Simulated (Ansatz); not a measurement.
Base system: BN in the zinc blende structure (space group F-43m, No. 216; a = 3.606 Å). Axes: x, y, z lie along the cube axes.

One thing is altered: uniaxial stress, 2 GPa tension along z; all other stress components relax to zero.

Level of theory: Kohn–Sham DFT with the PBEsol functional, run in Ansatz (an electronic-structure program) with PAW and 420 eV plane waves, no spin-orbit coupling.

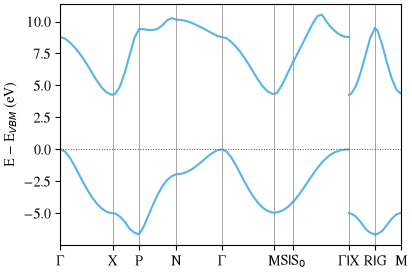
Figure: Highest valence and lowest conduction band along the path of the changed cell's own zone

Problem. From the figure, how large is the changed gap, and is it direct?

Solution. About 4.3 eV, indirect, Γ → X.

Load acts through the strain it causes; cell and atoms are relaxed under it. Beyond what the load breaks, stability against distortions was not tested. k-point labels follow each cell's own Brillouin zone.
